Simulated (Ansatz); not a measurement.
# CH3Al (SMILES C[Al]) at 5 levels

Aim: a comparison of 5 runs (B3LYP/6-31G*, PBE0/def2-SVP, PBE0/def2-SVPD, MP2/def2-SVP, MP2/cc-pVTZ) of CH3Al. 

The calculation is run with Ansatz 0.2.0.

10 further runs of the same task are left out: 1 for a known fault of the program, 1 that didn't finish, 8 set aside as unsound or not needed. Runs told in other sessions of the task aren't counted.

## 1. The structure to begin with

CH3Al: 5 atoms, total charge 0, spin state singlet. As SMILES, `C[Al]`. The shape is that of a PBE0-D4/def2-TZVP optimisation.

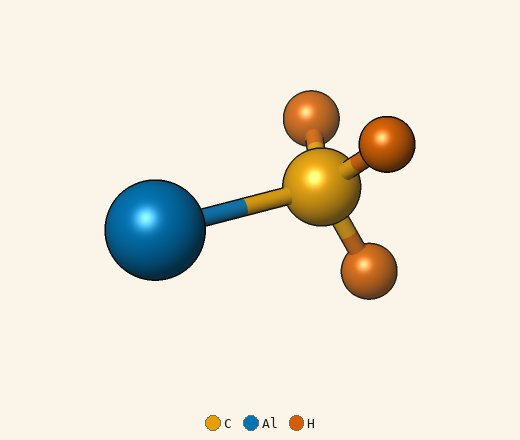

The structure, seen from a chosen angle (carbon amber, aluminium blue, hydrogen orange).

## 2. Energy and gradient at B3LYP/6-31G(d) (spherical functions) (run 1)

Input file job.yaml:

```yaml
basis:
  gaussian:
    orbitals: 6-31G_st_-spherical.json
crystal:
  periodic: [false, false, false]
  atoms:
    - symbol: C
      position_ang: [-0.131220, -0.057510, 0.054000]
    - symbol: Al
      position_ang: [1.572690, 0.689240, -0.647230]
    - symbol: H
      position_ang: [-0.230740, -1.127460, -0.171770]
    - symbol: H
      position_ang: [-0.205100, 0.049890, 1.144270]
    - symbol: H
      position_ang: [-1.005630, 0.445840, -0.379270]
hamiltonian:
  xc: {name: B3LYP}
accuracy: high
output: {forces: true, orbitals: {seedname: orbitals}}
```

The basis set 6-31G* is read from a file made from the Basis Set Exchange's data (not shown).

Run with:

```bash
ansatz run job.yaml --threads 1 --pin off --max-ram 3480MiB --events-out events.jsonl --progress --plain --runs-dir runs
```

What it wrote:

```text
Warning: RAYON_NUM_THREADS=1 ignored (pool sized by the plan → 1); use --threads N
Functional definition: B3LYP
  name "B3LYP"
  parameter a0 = 0.2
  parameter ax = 0.72
  parameter ac = 0.81
  exchange = (1 - a0 - ax)*slater_x + ax*b88_x + a0*exact_x
  correlation = (1 - ac)*vwn_rpa_c + ac*lyp_c
819 factors; integrals over basis functions are off by at most 3.7e-9 eV
mean field evaluation 1: about -7676.2797 eV, gradient 4.8e1 eV
mean field evaluation 2: about -7670.0287 eV, gradient 6.2e1 eV
mean field evaluation 4: about -7682.0913 eV, gradient 5.0e-1 eV
mean field evaluation 8: about -7682.0879 eV, gradient 1.5e-3 eV
mean field evaluation 16: about -7682.0879 eV, gradient 6.0e-8 eV
mean field -7682.08790989 eV, -282.3115235824 hartree, gradient 5.8e-8 eV, S^2 0.000000; 0 other end points of the search recorded, 0 dependent functions left out
the calculation of the forces begins
reference -7682.08793943 eV, -282.3115246678 hartree; 11, 11 occupied and 27, 27 virtual orbitals, 819 factors
Total energy: -7682.08793943 eV, -282.3115246678 hartree
Atom 0 at    -0.131220    -0.057510     0.054000 Å, force    -0.010542    -0.004504     0.004369 eV/Å
Atom 1 at     1.572690     0.689240    -0.647230 Å, force     0.202984     0.088953    -0.083539 eV/Å
Atom 2 at    -0.230740    -1.127460    -0.171770 Å, force    -0.041340    -0.111953    -0.007373 eV/Å
Atom 3 at    -0.205100     0.049890     1.144270 Å, force    -0.039013    -0.004320     0.112810 eV/Å
Atom 4 at    -1.005630     0.445840    -0.379270 Å, force    -0.112090     0.031824    -0.026267 eV/Å
Dipole moment:    -0.169540    -0.074303     0.069773 e Å
```

Run time: 2.2 s. Hardware: 1 thread of Arm Neoverse V2, shared host.

## 3. Energy and gradient at PBE0/def2-SVP (run 2)

Input file run.yaml:

```yaml
basis:
  gaussian:
    orbitals: def2-SVP
crystal:
  periodic: [false, false, false]
  atoms:
    - symbol: C
      position_ang: [-0.131220, -0.057510, 0.054000]
    - symbol: Al
      position_ang: [1.572690, 0.689240, -0.647230]
    - symbol: H
      position_ang: [-0.230740, -1.127460, -0.171770]
    - symbol: H
      position_ang: [-0.205100, 0.049890, 1.144270]
    - symbol: H
      position_ang: [-1.005630, 0.445840, -0.379270]
hamiltonian:
  xc: {name: PBE0}
accuracy: high
output:
  forces: true
  orbitals: {seedname: orbitals}
```

Run with:

```bash
ansatz run run.yaml --threads 1 --pin off --max-ram 3480MiB --events-out events.jsonl --progress --plain --runs-dir runs
```

What it wrote (excerpt; [...] marks lines left out):

```text
Warning: RAYON_NUM_THREADS=1 ignored (pool sized by the plan → 1); use --threads N
Functional definition: PBE0
  name "PBE0"
[...]
1019 factors; integrals over basis functions are off by at most 3.9e-9 eV
[...]
mean field -7674.42658684 eV, -282.0299751532 hartree, gradient 2.7e-8 eV, S^2 0.000000; 0 other end points of the search recorded, 0 dependent functions left out
[...]
reference -7674.42658903 eV, -282.0299752338 hartree; 11, 11 occupied and 36, 36 virtual orbitals, 1019 factors
Total energy: -7674.42658903 eV, -282.0299752338 hartree
Atom 0 at    -0.131220    -0.057510     0.054000 Å, force     0.216122     0.094841    -0.088911 eV/Å
Atom 1 at     1.572690     0.689240    -0.647230 Å, force     0.069469     0.030440    -0.028591 eV/Å
Atom 2 at    -0.230740    -1.127460    -0.171770 Å, force    -0.031567    -0.275448    -0.054999 eV/Å
Atom 3 at    -0.205100     0.049890     1.144270 Å, force    -0.025044     0.024650     0.280311 eV/Å
Atom 4 at    -1.005630     0.445840    -0.379270 Å, force    -0.228979     0.125517    -0.107810 eV/Å
Dipole moment:    -0.170451    -0.074703     0.070148 e Å
```

It took 2.3 s on 1 thread of Arm Neoverse V2, shared host.

## 4. Energy and gradient at PBE0/def2-SVPD (run 3)

Changes to job.yaml since step 2:

```diff
@@ -1,4 +1 @@
-basis:
-  gaussian:
-    orbitals: 6-31G_st_-spherical.json
 crystal:
@@ -16,5 +13,12 @@
       position_ang: [-1.005630, 0.445840, -0.379270]
+basis:
+  gaussian:
+    orbitals: def2-SVPD
+magnetization:
+  spin_polarized: false
 hamiltonian:
-  xc: {name: B3LYP}
+  xc: pbe0
 accuracy: high
-output: {forces: true, orbitals: {seedname: orbitals}}
+output:
+  forces: true
+  orbitals: {seedname: orbitals}
```

Run with:

```bash
ansatz run job.yaml --threads 1 --pin off --max-ram 3480MiB --events-out events.jsonl --progress --plain --runs-dir runs
```

What it wrote (excerpt; [...] marks lines left out):

```text
Warning: RAYON_NUM_THREADS=1 ignored (pool sized by the plan → 1); use --threads N
[... 2 set-up lines as earlier in the session ...]
[...]
1314 factors; integrals over basis functions are off by at most 3.7e-9 eV
[...]
mean field -7674.51255234 eV, -282.0331343269 hartree, gradient 9.6e-8 eV, S^2 0.000000; 0 other end points of the search recorded, 0 dependent functions left out
[...]
reference -7674.51255502 eV, -282.0331344254 hartree; 11, 11 occupied and 57, 57 virtual orbitals, 1314 factors
Total energy: -7674.51255502 eV, -282.0331344254 hartree
Atom 0 at    -0.131220    -0.057510     0.054000 Å, force     0.201280     0.088334    -0.082804 eV/Å
Atom 1 at     1.572690     0.689240    -0.647230 Å, force     0.087470     0.038329    -0.035999 eV/Å
Atom 2 at    -0.230740    -1.127460    -0.171770 Å, force    -0.040108    -0.248418    -0.043486 eV/Å
Atom 3 at    -0.205100     0.049890     1.144270 Å, force    -0.034354     0.016379     0.252366 eV/Å
Atom 4 at    -1.005630     0.445840    -0.379270 Å, force    -0.214288     0.105376    -0.090078 eV/Å
Dipole moment:    -0.144022    -0.063120     0.059271 e Å
```

Wall time 3.9 s (1 thread of Arm Neoverse V2, shared host).

Run 4 isn't shown in full; the table further down has it.

## 5. Energy and forces at MP2/cc-pVTZ (run 5)

Changes to job.yaml since step 4:

```diff
@@ -15,10 +15,10 @@
   gaussian:
-    orbitals: def2-SVPD
+    orbitals: cc-pVTZ
 magnetization:
   spin_polarized: false
-hamiltonian:
-  xc: pbe0
+  initial_magnetization: 0
 accuracy: high
-output:
-  forces: true
-  orbitals: {seedname: orbitals}
+correlation:
+  method: mp2
+  frozen_orbitals: {Al: 5, C: 1, H: 0}
+output: {forces: true, orbitals: {seedname: orbitals}}
```

Run with:

```bash
ansatz run job.yaml --threads 1 --pin off --max-ram 3480MiB --events-out events.jsonl --progress --plain --runs-dir runs
```

What it wrote (excerpt; [...] marks lines left out):

```text
Warning: RAYON_NUM_THREADS=1 ignored (pool sized by the plan → 1); use --threads N
Functional definition: HF
  name "HF"
[...]
1818 factors; integrals over basis functions are off by at most 3.3e-9 eV
[...]
mean field -7660.69512204 eV, -281.5253531293 hartree, gradient 2.1e-8 eV, S^2 0.000000; 0 other end points of the search recorded, 0 dependent functions left out; unrestricted orbitals would lower it
6 core orbitals not correlated: weight in the atoms' cores, before any rotation towards them, 1.000 or more for the frozen orbitals, at most 0.000 for the correlated occupied ones
reference -7660.69512204 eV, -281.5253531293 hartree; 5, 5 occupied and 95, 95 virtual orbitals, 1818 factors
second order -6.53782116 eV of doubles, -0.00000000 eV of singles
[...]
Total energy: -7667.23294320 eV, -281.7656136256 hartree
Atom 0 at    -0.131220    -0.057510     0.054000 Å, force    -0.193099    -0.084512     0.079498 eV/Å
Atom 1 at     1.572690     0.689240    -0.647230 Å, force     0.112306     0.049214    -0.046220 eV/Å
Atom 2 at    -0.230740    -1.127460    -0.171770 Å, force    -0.001227     0.115063     0.030548 eV/Å
Atom 3 at    -0.205100     0.049890     1.144270 Å, force    -0.004130    -0.017556    -0.117822 eV/Å
Atom 4 at    -1.005630     0.445840    -0.379270 Å, force     0.086150    -0.062209     0.053995 eV/Å
Dipole moment:    -0.125268    -0.054901     0.051553 e Å
```

It took 7.8 s on 1 thread of Arm Neoverse V2, shared host; peak memory 0.35 GiB.

## 6. Overview of the runs

```csv
run,level,frozen core orbitals,energy (Eh),dipole moment (D),HOMO energy (eV),LUMO energy (eV),wall time
1,B3LYP/6-31G* (spherical functions),–,-282.311525,0.95,-5.27,-1.44,2.2 s
2,PBE0/def2-SVP,–,-282.029975,0.96,-5.55,-1.33,2.3 s
3,PBE0/def2-SVPD,–,-282.033134,0.81,-5.59,-1.36,3.9 s
4,MP2/def2-SVP,6,-281.589313,0.80,-7.57,1.40,1.1 s
5,MP2/cc-pVTZ,6,-281.765614,0.70,-7.58,1.22,7.8 s
```

## 7. Outcome

```
                                          quantity          value
                               run 5: total energy  -281.76561 Eh
         run 5: dipole moment (correlated density)         0.70 D
        run 5: HOMO energy (Hartree–Fock orbitals)       -7.58 eV
        run 5: LUMO energy (Hartree–Fock orbitals)        1.22 eV
      run 5: HOMO–LUMO gap (Hartree–Fock orbitals)        8.80 eV
run 5: correlation energy (6 core orbitals frozen)     -240.3 mEh
                   run 5: largest force on an atom     0.225 eV/Å
```

**Reading.** The dipole moment (its size) runs from 0.70 D (MP2/cc-pVTZ) to 0.96 D (PBE0/def2-SVP). The two ends differ in method and basis. Over runs 1, 2, 3 the HOMO–LUMO gap runs from 3.83 eV (B3LYP/6-31G*) to 4.24 eV (PBE0/def2-SVPD). Totals of different functionals can't be ranked against each other. In runs 4, 5 the log says that unrestricted orbitals would lower the reference, so the values rest on an unstable closed-shell determinant (other closed-shell runs at this shape may share the fault). All runs together took 17 s, the longest 7.8 s.
